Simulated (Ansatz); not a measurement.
## Al (Fm-3m, 1 atom in the cell): converging a phonon calculation

How do the frequencies of Al (Fm-3m, 1 atom in the cell) move with q mesh, k mesh and cutoff?

Main program and level: Ansatz 0.2.0; DFT PBEsol, scalar-relativistic, plane waves, PAW.

## Step 1: The structure

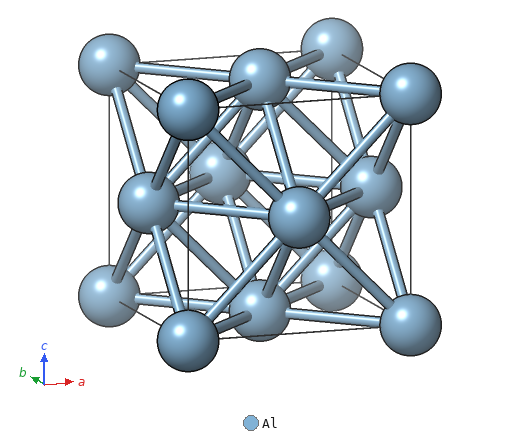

The cell as given, slightly off an axis (aluminium light blue). This picture shows the conventional cell, with its axes. Some periodic images of atoms are drawn too.

## Step 2: Relaxing to small forces for the phonons

Phonons need a cell at rest on their own settings, so the relaxation is repeated with tight tolerances on forces and stress, using the mesh and the filling of the phonon run that follows.

input.yaml reads:

```yaml
crystal:
  lattice:
    - [0.0, 2.0077938082, 2.0077938082]
    - [2.0077938082, 0.0, 2.0077938082]
    - [2.0077938082, 2.0077938082, 0.0]
  atoms:
    - { symbol: Al, position: [0.0, 0.0, 0.0] }
kpoints:
  mp_grid: { grid: [20, 20, 20] }
hamiltonian:
  xc: pbesol
scf:
  occupations: { method: methfessel_paxton, width: 0.15 }
output:
  forces: true
  stress: true
  eigenvalues: true
relax:
  adjacent_minimum: "off"
  f_tol: 0.001
  max_steps: 60
  cell: { stress_tol: 0.01 }
```

Command:

```bash
$ ansatz run input.yaml --threads 4 --pin off --max-ram 7168MiB --backend cpu --events-out ev --progress --plain --runs-dir out
```

Numbers of over 12 decimals in the logs are rounded to 6 here.

Log:

```text
Engine: ansatz 0.2.0, aarch64-unknown-linux-gnu
Pseudopotentials: kind: paw
Pseudopotential: Al, paw, valence charge 3, recommended cutoff 420 eV (normal), Al.paw.azcp
Functional definition: PBEsol
  exchange = pbesol_x
  correlation = pbesol_c
Crystal: 1 atoms, lattice volume = 16.188 Å³
[...]
k-point 255: bands = ["7.2295", "7.2295", "8.2180", "9.3153", "24.0168", "24.0168"]
--- Relaxed structure (2 steps of the walk, 2 accepted, 1 SCFs on fresh bases) ---
  F+E_penalty+E_count = -524.54768390 eV   max|allowed force component| = 0.000e0 eV/Å   (the final SCF, on the basis selected at the relaxed cell)
  cell:  # Å, volume = 16.1657 Å³
    - [0, 2.006880, 2.006880]
    - [2.006880, 0, 2.006880]
    - [2.006880, 2.006880, 0]
  atoms:
    - { symbol: Al, position: [0.0, 0.0, 0.0] }
[key lines of the parts left out:]
SCF converged after 4 iterations
Free energy (F): -524.547684 eV
Fermi energy:    8.153243 eV
P = ⅓ Tr σ = 0.0077 GPa (0.077 kbar)
```

Elapsed: 1.4 s, on 4 threads of Arm Neoverse V2, shared host; peak memory 0.29 GiB.

Little changed from the start: no atom moved by 0.005 Å and no cell edge by 0.1 %.

This step gave:

* pressure: 0.007663 GPa
* volume per atom: 16.17 Å³
* gap on the k-mesh: 0 eV

The forces vanish by symmetry and the pressure is 0.008 GPa, within the tolerances set. The cell now holds 16.17 Å³/atom.

## Step 3: Phonons on a q mesh

Stability and thermal properties need the whole zone. Linear response on a 4×4×4 q mesh gives force constants as far as a supercell of that size would.

input.yaml, the sections that differ from step 2:

```yaml
crystal:
  lattice:
    - [0.0, 2.0068801597, 2.0068801597]
    - [2.0068801597, 0.0, 2.0068801597]
    - [2.0068801597, 2.0068801597, 0.0]
  atoms:
    - { symbol: Al, position: [0.0, 0.0, 0.0] }
output:
  eigenvalues: true
phonons:
  method: dfpt
  qmesh: [4, 4, 4]
  temperatures: { t_max: 1000, t_step: 50 }
  qpath:
    path:
      - [[0.0, 0.0, 0.0], [0.5, 0.0, 0.5], [0.625, 0.25, 0.625]]
      - [[0.375, 0.375, 0.75], [0.0, 0.0, 0.0], [0.5, 0.5, 0.5], [0.5, 0.25, 0.75], [0.5, 0.0, 0.5]]
    npoints: 10
# kpoints, hamiltonian, scf: as in step 2
# relax: removed
```

Log:

```text
[...]
Crystal: 1 atoms, lattice volume = 16.166 Å³
Basis set: ecut = 420 eV, 331 PW (Γ), exchange–correlation on 40×40×40 points (8 copies of the dense FFT grid, shifted against one another)
Bands: 6, of which v1, the nominal top of the filled ones, is band 2 counted from 1 (1 counted from 0)
Symmetry: 48 space group operations
k-points: 256 of 8000
[...]
SCF iter   1: F=—  HF=-524.547677 eV  |F-HF|=—  |Δ(HF+E_count)|=         —  Δρ=8.24e-4  dr2=6.01e-5  ethr=1.77e-3  ⟨swp⟩=4.7  Hψ=12941  notcnv=0
[...]
SCF iter   6: F=-524.547684 eV  HF=-524.547684 eV  |F-HF|=2.84e-12  |Δ(HF+E_count)|=  2.61e-12  S|Δr|=    0.00e0  Δρ=2.44e-7  dr2=9.81e-12  ethr=1.00e-12  ⟨swp⟩=5.4  Hψ=4924  notcnv=0
SCF 1 converged in 6 iterations: F = -524.547684 eV  dr2 = 9.81e-12
[...]
NSCF: frozen V_eff on 256 k-points
WARN: eigensolver did not converge in 5 slots of this pass, the one above among them; of largest residual over every band (k=111): 1 band(s) unlocked (lowest unlocked band 5, counted from 0; max residual 2.46e-3 eV among the unlocked bands, 2.46e-3 eV over every band); of lowest unlocked band (k=13): band 5
[...]
DFPT response loops at q = (0, 0, 0) (fractional): preconditioner auto → Kerker (q_TF=auto, 2.061 Å⁻¹) (partly filled bands, converged f_vac=0.000); β = 1.00, the filter's whole step (`scf.mixing.beta` (0.50) is not read by the response loops under this deck's `scf.mixing.preconditioner`; to damp them name `kerker` or `kerker_dos`, under which they read `scf.mixing.beta`, and type it under 1.00, their step now; both keys bind the ground state too); Broyden in place of MSR1
[...]
SCF converged after 6 iterations
[...]
Free energy (F): -524.547684 eV
[...]
Internal energy: -524.547379 eV  (E = F + TS)
E sigma→0 (E₀):  -524.547608 eV
Entropy (-TS):   -0.000305 eV (-0.305 meV/atom)
Fermi energy:    8.153243 eV
[...]
--- Band table (eV; the first three rows and the last of 256) ---
[...]
--- Phonons (Γ-DFPT): 1 representative perturbation + reference (Σ response iterations 3) ---
  ASR residual: 1.857e-6 → 0.000e0 eV/Å²; symmetrization residual: 4.441e-15 eV/Å²
  ASR residual per site (eV/Å²): 1.86e-6
  Γ frequencies (cm⁻¹): 0.00 0.00 0.00
--- Phonons (arbitrary-q DFPT): 8 irreducible q on the 4×4×4 mesh ---
  q = [0.0000, 0.0000, 0.0000] (star 1, of the zone-centre solve; hermiticity 4.20e-11, symmetrization 2.39e-9): -0.00 0.00 0.00
  q = [0.0000, 0.0000, 0.2500] (star 8, 1 solved perturbation on 4200 of 8000 k-point pairs; hermiticity 1.32e-15, symmetrization 4.12e-15): 113.42 113.42 236.07
[...]
q = [0.0000, 0.2500, 0.2500] (star 6, 2 solved perturbations in 3420 linear systems a pass and spin channel, the states on 2210 of 8000 k-point pairs; hermiticity 1.18e-15, symmetrization 1.40e-15): 142.05 142.05 240.11
[...]
sum rule: each row above includes the acoustic sum rule's correction from the zone centre's row sums; it moved no ω² by more than (0.14 cm⁻¹)²
  mesh force constants: q→R imaginary residual 0.00e0; ASR residual 1.857e-6 → 0.000e0 eV/Å²; symmetrization residual 5.329e-15 eV/Å²
  interpolated dispersion: 62 rows × 3 modes
  density of states and harmonic sums: on the 28×28×28 q-mesh, interpolated from the force constants of a 4×4×4 supercell (no non-analytic term)
  largest difference from the sums on the solved wave vectors: F 9.38e-3 eV, S 1.34e-5 and C_V 4.03e-6 eV/K
  zero-point energy: 0.039713 eV/cell   skipped modes (ω ≤ 0): 3   left out of the sums: 4.56e-5 of the cell's modes: C_V's classical limit lies that fraction below 3 k_B per atom; for a crystal, a wire or a layer, F and S can be off by more, and a phonons.interpolated_qmesh denser along its periods is the remedy for the sampling
```

Wall time 37 s (4 threads); peak memory 1.8 GiB.

Numbers from this step:

```
sum-rule residual before enforcement                    : 1.86e-6 eV/Å²
lowest frequency on the path                            : 0 cm⁻¹
highest frequency on the path or at a solved wavevector : 330.8 cm⁻¹
mean frequency                                          : 213.6 cm⁻¹
Debye temperature (second moment)                       : 414 K
logarithmic mean frequency                              : 203.2 cm⁻¹
lowest mode on the q mesh (acoustic modes at Γ apart)   : 113.4 cm⁻¹
zero-point energy per atom                              : 39.71 meV
heat capacity at 300 K                                  : 22.74 J/(mol atoms K)
vibrational entropy at 300 K                            : 26.73 J/(mol atoms K)
```

Frequencies (cm⁻¹) solved at each irreducible wavevector; negative means imaginary. Frequencies by wavevector, by row:

| q in reciprocal lattice units | star | mode 1 | mode 2 | mode 3 |
| --- | --- | --- | --- | --- |
| 0 0 0 | 1 | 0 | 0 | 0 |
| 0 0 0.25 | 8 | 113.4 | 113.4 | 236.1 |
| 0 0 -0.5 | 4 | 142.4 | 142.4 | 330.5 |
| 0 0.25 0.25 | 6 | 142.1 | 142.1 | 240.1 |
| 0 0.25 -0.5 | 24 | 177.5 | 223.6 | 297.4 |
| 0 0.25 -0.25 | 12 | 158.5 | 221.1 | 281 |
| 0 -0.5 -0.5 | 3 | 200.1 | 200.1 | 330.8 |
| 0.25 -0.5 -0.25 | 6 | 222.4 | 273.5 | 273.5 |

Interpolated from a 4×4×4 q mesh. Phonon branches along the path, in cm⁻¹:

| point | branch 1 | branch 2 | branch 3 |
| --- | --- | --- | --- |
| Γ | 0 | 0 | 0 |
| X | 200 | 200 | 331 |
| U | 192 | 261 | 294 |
| jump to K | 192 | 261 | 294 |
| Γ | 0 | 0 | 0 |
| L | 142 | 142 | 330 |
| W | 222 | 274 | 274 |
| X | 200 | 200 | 331 |

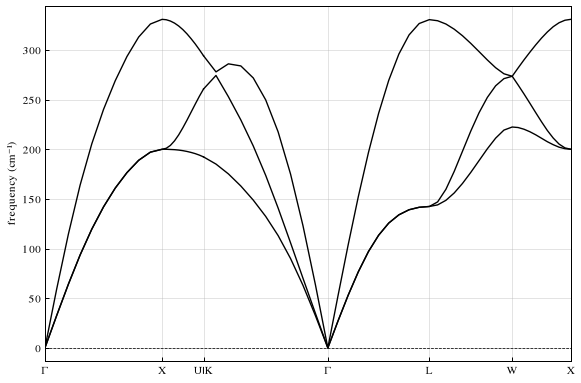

Phonon branches along the path.

Symmetry leaves 8 wavevectors to solve. The lowest mode among them, the acoustic zeros apart, lies at q = (0, 0, 0.25) and is real, 113 cm⁻¹.

## Step 4: Another q mesh, q mesh 2×2×2

The q mesh is changed to 2×2×2, to see how far the force constants must reach.

Changes to input.yaml since step 3:

```diff
@@ -17,3 +17,3 @@
   method: dfpt
-  qmesh: [4, 4, 4]
+  qmesh: [2, 2, 2]
   temperatures: { t_max: 1000, t_step: 50 }
```

Log:

```text
[...]
Crystal: 1 atoms, lattice volume = 16.166 Å³
Basis set: ecut = 420 eV, 331 PW (Γ), exchange–correlation on 40×40×40 points (8 copies of the dense FFT grid, shifted against one another)
Bands: 6, of which v1, the nominal top of the filled ones, is band 2 counted from 1 (1 counted from 0)
Symmetry: 48 space group operations
k-points: 256 of 8000
[...]
SCF iter   1: F=—  HF=-524.547677 eV  |F-HF|=—  |Δ(HF+E_count)|=         —  Δρ=8.24e-4  dr2=6.01e-5  ethr=1.77e-3  ⟨swp⟩=4.7  Hψ=12941  notcnv=0
[...]
SCF iter   6: F=-524.547684 eV  HF=-524.547684 eV  |F-HF|=2.84e-12  |Δ(HF+E_count)|=  2.61e-12  S|Δr|=    0.00e0  Δρ=2.44e-7  dr2=9.81e-12  ethr=1.00e-12  ⟨swp⟩=5.4  Hψ=4924  notcnv=0
SCF 1 converged in 6 iterations: F = -524.547684 eV  dr2 = 9.81e-12
[...]
SCF converged after 6 iterations
[...]
Free energy (F): -524.547684 eV
[...]
Internal energy: -524.547379 eV  (E = F + TS)
E sigma→0 (E₀):  -524.547608 eV
Entropy (-TS):   -0.000305 eV (-0.305 meV/atom)
Fermi energy:    8.153243 eV
[...]
--- Band table (eV; the first three rows and the last of 256) ---
[...]
ASR residual: 1.857e-6 → 0.000e0 eV/Å²; symmetrization residual: 4.441e-15 eV/Å²
  ASR residual per site (eV/Å²): 1.86e-6
  Γ frequencies (cm⁻¹): 0.00 0.00 0.00
--- Phonons (arbitrary-q DFPT): 3 irreducible q on the 2×2×2 mesh ---
[...]
interpolated dispersion: 62 rows × 3 modes
[...]
```

Wall time 6.3 s (4 threads); peak memory 0.69 GiB; 22 s of CPU time.

Numbers from this step:

* mean frequency: 210 cm⁻¹
* lowest mode on the q mesh (acoustic modes at Γ apart): 142.4 cm⁻¹

Frequencies (cm⁻¹) solved at each irreducible wavevector; negative means imaginary. Frequencies by wavevector, by row:

```csv
q in reciprocal lattice units,star,mode 1,mode 2,mode 3
0 0 0,1,0,0,0
0 0 -0.5,4,142.4,142.4,330.5
0 -0.5 -0.5,3,200.1,200.1,330.8
```

Interpolated from a 2×2×2 q mesh, rough between the solved points. Phonon branches along the path, in cm⁻¹:

```
    point  branch 1  branch 2  branch 3
        Γ         0         0         0
        X       200       200       331
        U       184       252       301
jump to K       184       252       301
        Γ         0         0         0
        L       142       142       330
        W       202       275       275
        X       200       200       331
```

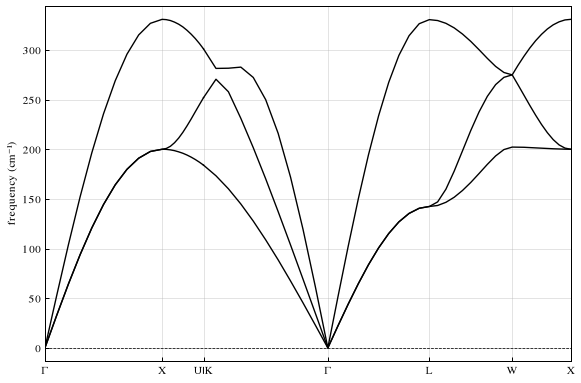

Phonon branches along the path.

The mean frequency is 210.0 cm⁻¹, -3.6 cm⁻¹ against the base run.

On this path the spectrum ends at 331 cm⁻¹ (at X). No branch goes imaginary on this path.

## Step 5: Another q mesh, k-mesh 21×21×21, q mesh 3×3×3

The q mesh is changed to 3×3×3, to see how far the force constants must reach; the k mesh is 21×21×21, against 20×20×20 in the base run, so that the q mesh divides it.

Changes to input.yaml since step 4:

```diff
@@ -8,3 +8,3 @@
 kpoints:
-  mp_grid: { grid: [20, 20, 20] }
+  mp_grid: { grid: [21, 21, 21] }
 hamiltonian:
@@ -17,3 +17,3 @@
   method: dfpt
-  qmesh: [2, 2, 2]
+  qmesh: [3, 3, 3]
   temperatures: { t_max: 1000, t_step: 50 }
```

Log:

```text
[...]
Crystal: 1 atoms, lattice volume = 16.166 Å³
Basis set: ecut = 420 eV, 331 PW (Γ), exchange–correlation on 40×40×40 points (8 copies of the dense FFT grid, shifted against one another)
Bands: 6, of which v1, the nominal top of the filled ones, is band 2 counted from 1 (1 counted from 0)
Symmetry: 48 space group operations
k-points: 286 of 9261
[...]
E sigma→0 (E₀):  -524.550127 eV
Entropy (-TS):   -0.000194 eV (-0.194 meV/atom)
Fermi energy:    8.106831 eV
[...]
--- Band table (eV; the first three rows and the last of 286) ---
[...]
ASR residual: 1.147e-5 → 0.000e0 eV/Å²; symmetrization residual: 1.110e-15 eV/Å²
  ASR residual per site (eV/Å²): 1.15e-5
  Γ frequencies (cm⁻¹): 0.00 0.00 0.00
--- Phonons (arbitrary-q DFPT): 4 irreducible q on the 3×3×3 mesh ---
[...]
interpolated dispersion: 62 rows × 3 modes
[...]
[key lines of the parts left out:]
SCF converged after 6 iterations
Free energy (F): -524.550175 eV
```

It took 19 s on 4 threads; peak memory 1.2 GiB; 68 s of CPU time.

Frequencies (cm⁻¹) solved at each irreducible wavevector; negative means imaginary. Frequencies by wavevector, by row:

| q in reciprocal lattice units | star | mode 1 | mode 2 | mode 3 |
| --- | --- | --- | --- | --- |
| 0 0 0 | 1 | 0 | 0 | 0 |
| 0 0 0.3333 | 8 | 135.4 | 135.4 | 287.3 |
| 0 0.3333 0.3333 | 6 | 173.6 | 173.6 | 280.1 |
| 0 0.3333 -0.3333 | 12 | 186.2 | 277.5 | 283.4 |

The mean frequency is 215.0 cm⁻¹, +1.4 cm⁻¹ against the base run, whose k mesh differs too.

## Step 6: Another q mesh, k-mesh 24×24×24, q mesh 6×6×6

The q mesh is changed to 6×6×6, to see how far the force constants must reach; the k mesh is 24×24×24, against 20×20×20 in the base run, so that the q mesh divides it.

Changes to input.yaml since step 5:

```diff
@@ -8,3 +8,3 @@
 kpoints:
-  mp_grid: { grid: [21, 21, 21] }
+  mp_grid: { grid: [24, 24, 24] }
 hamiltonian:
@@ -17,3 +17,3 @@
   method: dfpt
-  qmesh: [3, 3, 3]
+  qmesh: [6, 6, 6]
   temperatures: { t_max: 1000, t_step: 50 }
```

Log:

```text
[...]
Crystal: 1 atoms, lattice volume = 16.166 Å³
Basis set: ecut = 420 eV, 331 PW (Γ), exchange–correlation on 40×40×40 points (8 copies of the dense FFT grid, shifted against one another)
Bands: 6, of which v1, the nominal top of the filled ones, is band 2 counted from 1 (1 counted from 0)
Symmetry: 48 space group operations
k-points: 413 of 13824
[...]
ASR residual: 2.573e-6 → 0.000e0 eV/Å²; symmetrization residual: 5.089e-15 eV/Å²
  ASR residual per site (eV/Å²): 2.57e-6
  Γ frequencies (cm⁻¹): 0.00 0.00 0.00
--- Phonons (arbitrary-q DFPT): 16 irreducible q on the 6×6×6 mesh ---
[...]
q = [0.1667, 0.3333, -0.5000] (star 24, 3 solved perturbations on 7200 of 13824 k-point pairs; hermiticity 1.90e-9, symmetrization 4.41e-10): 178.47 215.66 282.91
[...]
interpolated dispersion: 62 rows × 3 modes
[...]
[key lines of the parts left out:]
SCF converged after 6 iterations
Free energy (F): -524.546770 eV
Fermi energy:    8.108175 eV
```

The job ended after 3.5 min (4 threads; peak memory 3 GiB; 12 min of CPU time).

Frequencies (cm⁻¹) solved at each irreducible wavevector; negative means imaginary. Frequencies by wavevector, by row:

```csv
q in reciprocal lattice units,star,mode 1,mode 2,mode 3
0 0 0,1,0,0,0
0 0 0.1667,8,79.4,79.4,155.5
0 0 0.3333,8,134.9,134.9,285.2
0 0 -0.5,4,143,143,329.8
0 0.1667 0.1667,6,96.5,96.5,173.6
0 0.1667 0.3333,24,143.3,157.6,256.8
0 0.1667 -0.5,24,160.2,196.7,306.9
0 0.1667 -0.3333,24,157.4,200.7,299.2
0 0.1667 -0.1667,12,121.3,148.4,228.5
0 0.3333 0.3333,6,171.7,171.7,279.5
0 0.3333 -0.5,24,191.1,225.6,305
0 0.3333 -0.3333,12,185.9,272,280.5
0 -0.5 -0.5,3,198.5,198.5,322
0.1667 0.3333 -0.5,24,178.5,215.7,282.9
0.1667 0.3333 -0.3333,24,193.4,254.7,296.1
0.1667 -0.5 -0.3333,12,218.9,231.8,304.2
```

The mean frequency is 213.0 cm⁻¹, -0.6 cm⁻¹ against the base run, whose k mesh differs too.

## Step 7: The series together

Times are for 4 threads of Arm Neoverse V2, shared host. The series side by side:

| no. | q mesh | k-mesh | mean frequency (cm⁻¹) | lowest frequency on the path (cm⁻¹) | time | memory (GiB) |
| --- | --- | --- | --- | --- | --- | --- |
| 1 | 2×2×2 | 20×20×20 | 210 | 0 | 6.3 s | 0.69 |
| 2 | 3×3×3 | 21×21×21 | 215 | 0 | 19 s | 1.2 |
| 3 | 6×6×6 | 24×24×24 | 213 | 0 | 3.5 min | 3.0 |

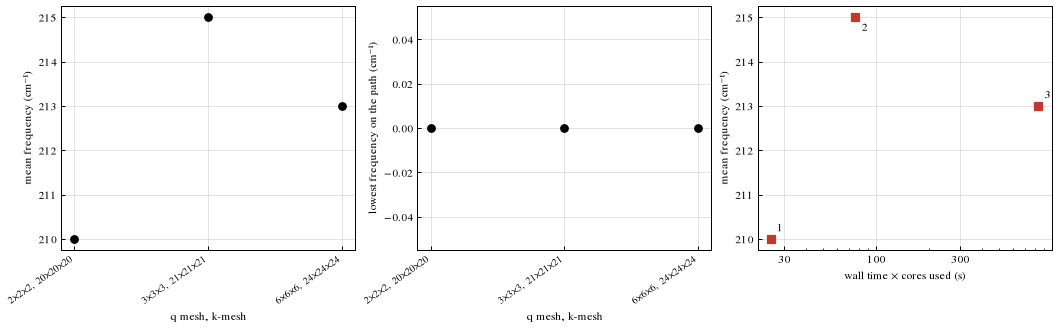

The series as plots; the last panel sets the first result against cost, with the runs numbered as in the table.

The phonon density of states has structure finer than the step of the table below, so its rows give means over 25 cm⁻¹, whole bins alone (the curve runs from 2.5 to 332 cm⁻¹). Peaks (cm⁻¹: height): 2×2×2, 20×20×20 197.5: 0.0206, 302.5: 0.0238; 3×3×3, 21×21×21 197.5: 0.0219, 302.5: 0.0272; 6×6×6, 24×24×24 197.5: 0.0231, 297.5: 0.0283.

The runs together. The phonon density of states by wavenumber; means over each step; values in 1/cm⁻¹/cell:

```
wavenumber (cm⁻¹)  2×2×2, 20×20×20  3×3×3, 21×21×21  6×6×6, 24×24×24
               25           2.0e-4           2.3e-4           1.7e-4
               50           8.6e-4           8.9e-4           7.1e-4
               75          0.00210          0.00201          0.00174
              100          0.00421          0.00369          0.00331
              125          0.00835          0.00633          0.00627
              150           0.0169           0.0119           0.0160
              175           0.0192           0.0199           0.0180
              200           0.0154           0.0198           0.0190
              225          0.00985           0.0110           0.0110
              250          0.00898          0.00959          0.00993
              275          0.00877          0.00798           0.0101
              300           0.0196           0.0213           0.0203
```

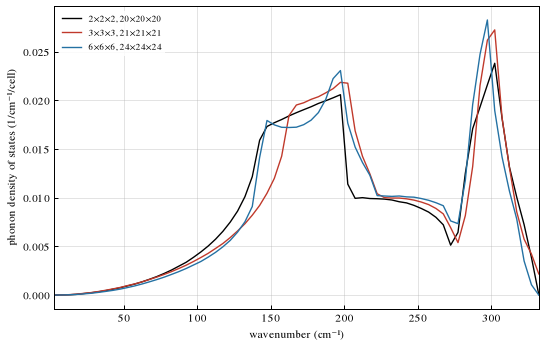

Phonon density of states against wavenumber.

The runs together, line C_V. C_V against temperature; values in J/mol-atom/K:

```
temperature (K)  2×2×2, 20×20×20  3×3×3, 21×21×21  6×6×6, 24×24×24
              0                0                0                0
             50             3.81             3.46             3.48
            100             12.7             12.3             12.4
            150             17.8             17.6             17.7
            200             20.5             20.3             20.4
            250             21.9             21.8             21.9
            300             22.8             22.7             22.7
            350             23.3             23.3             23.3
            400             23.7             23.6             23.7
            450             23.9             23.9             23.9
            500             24.1             24.1             24.1
            550             24.3             24.2             24.3
            600             24.4             24.4             24.4
            650             24.5             24.4             24.4
            700             24.5             24.5             24.5
            750             24.6             24.6             24.6
            800             24.6             24.6             24.6
            850             24.7             24.6             24.7
            900             24.7             24.7             24.7
            950             24.7             24.7             24.7
           1000             24.7             24.7             24.7
```

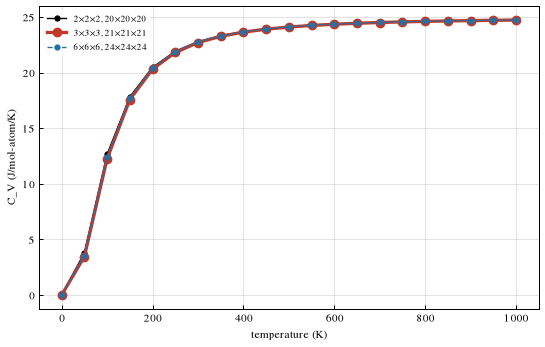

C_V against temperature.

(Part 1 of 3 ends here.)

[Logs are printed without paths, hosts, clocks, repeated set-up lines and the standing remarks that a program may print on its own settings, such as how far it seeks lower states.]

[Hosts, paths, dates, database ids (printed as entryN), source tags and the programs' standing remarks are cut or masked in the printed files.]
